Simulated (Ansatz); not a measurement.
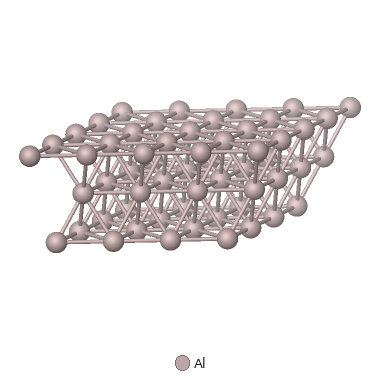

The system is H₂ on an Al(111) slab cut from the Fm-3m phase, its upper half relaxed before the scan (12 atoms of substrate and one adsorbate in a 2 × 2 cell); the picture shows it without the atoms that are moved over the map. H2 lies flat over one site of a rigid substrate while its bond length and height are varied; it sits over a bridge site, heights counted from the top plane, its axis along a direction equivalent to the long diagonal of the hexagonal surface cell. The first coordinate is: distance H13-H14; the second: height of the H2 axis above the plane of Al9. Grid: 8 × 9 points. At 15 points there is no value (left out: too close to the surface, or the stretched molecule far from it). Points are written as (first, second). Energies: eV, counted from the lowest grid point. Theory: DFT PBE, scalar-relativistic, plane waves, PAW in Ansatz 0.2.0. Settings: cutoff 420 eV, k-mesh 6×6×1, gaussian smearing 0.1 eV, no spin polarisation.

Range: distance H13-H14 from 0.650 to 2.650 Å; height of the H2 axis above the plane of Al9 from 0.45 to 3.60 Å.

### What will the energy surface look like?

The lowest grid point is at (0.750 Å, 3.60 Å). It lies at the edge of the scanned range, so the true minimum may lie outside. There is a further well near (2.235 Å, 1.09 Å) (0.89 eV above the lowest at that grid point). The highest grid point, (2.650 Å, 0.45 Å), lies 4.91 eV above the lowest. On the interpolated surface the lowest path from the intact molecule far from the surface, (0.750 Å, 3.60 Å), to the well of the stretched molecule, about (1.95 Å, 0.98 Å), has its top at about (1.18 Å, 1.23 Å), about 1.4 eV above the start and 0.54 eV above the end.

| second ↓, first → | 0.650 | 0.750 | 0.919 | 1.181 | 1.495 | 1.849 | 2.235 | 2.650 |
| --- | --- | --- | --- | --- | --- | --- | --- | --- |
| 3.60 | 0.22 | 0.00 | 0.35 | 1.47 | – | – | – | – |
| 3.00 | 0.25 | 0.03 | 0.37 | 1.47 | – | – | – | – |
| 2.60 | 0.35 | 0.12 | 0.44 | 1.49 | – | – | – | – |
| 2.05 | 0.72 | 0.46 | 0.71 | 1.53 | 2.31 | – | – | – |
| 1.73 | 1.13 | 0.83 | 0.95 | 1.51 | 1.94 | 2.05 | 1.96 | 1.81 |
| 1.41 | 1.69 | 1.30 | 1.22 | 1.42 | 1.48 | 1.36 | 1.22 | 1.13 |
| 1.09 | 2.41 | 1.89 | 1.58 | 1.39 | 1.14 | 0.91 | 0.89 | 1.15 |
| 0.77 | 3.41 | 2.78 | 2.22 | 1.69 | 1.18 | 0.93 | 1.22 | 2.39 |
| 0.45 | 4.69 | 3.95 | 3.20 | 2.38 | 1.68 | 1.46 | 2.24 | 4.91 |

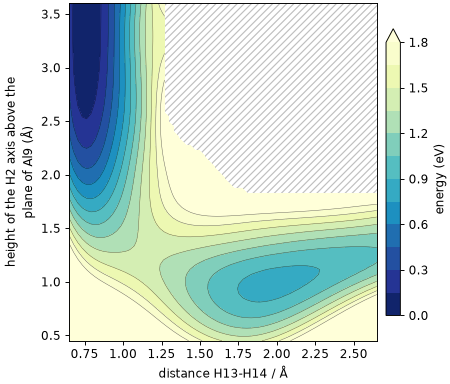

In the figure: filled contours, one colour for all values above the top of the scale, hatched blanks where no value was computed. Between grid points the surface is interpolated.

Each point was launched as `ansatz run input.yaml --threads 4 --pin off --max-ram 12288MiB --backend cpu --events-out ev --progress --plain --runs-dir out`. The whole map (57 points run) took 5 min on 4 threads of Arm Neoverse V2 (shared host).
